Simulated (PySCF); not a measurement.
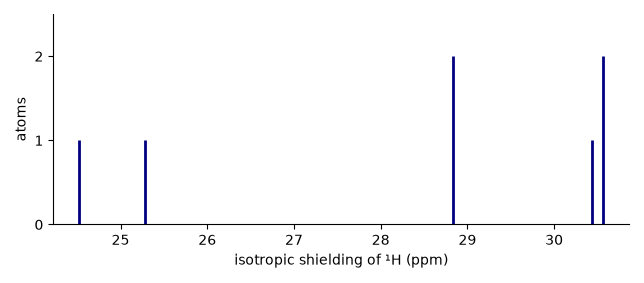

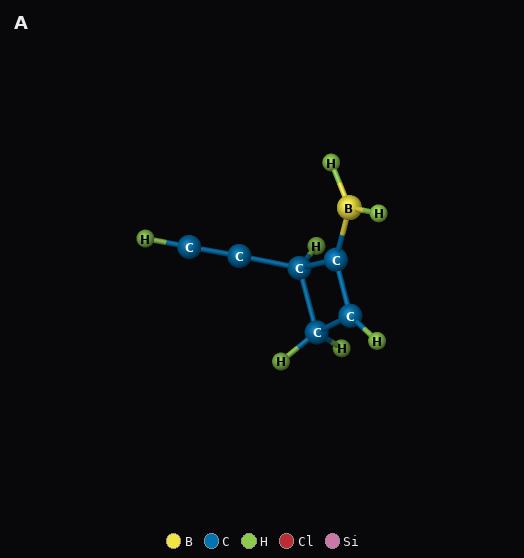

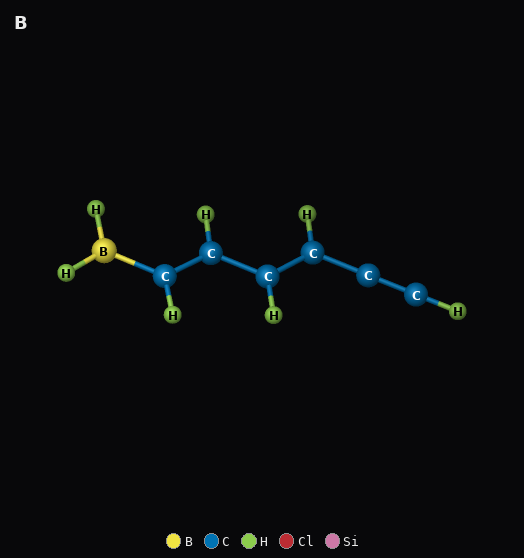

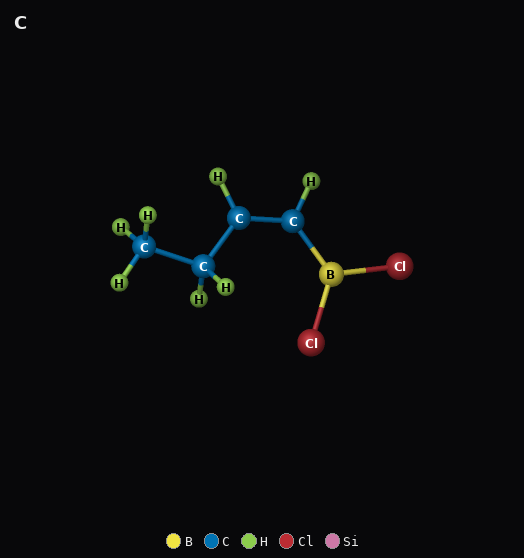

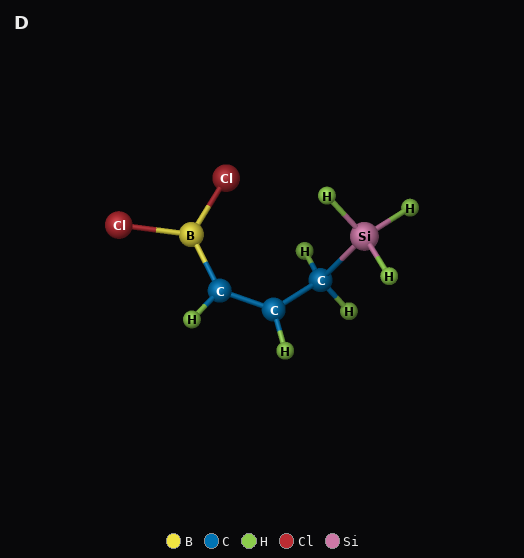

The sticks are computed shieldings of one of the molecules, for one fixed geometry (GFN2-xTB) without averaging over rotations. Low shielding means a high chemical shift. Method: GIAO PBE0/pcSseg-1 NMR shielding, non-relativistic, gas phase (PySCF 2.14.0).

### Which molecule gives this pattern?

C, `CC/C=C\B(Cl)Cl`. Its 7 H atoms give lines at 24.52, 25.28, 28.84 (2 atoms), 30.44, 30.56 (2 atoms) ppm.

The geometry is semi-empirical. Around B, Si such bond lengths and angles can be off by a tenth of an ångström or more and by several degrees, and values that hang on the shape move with them.
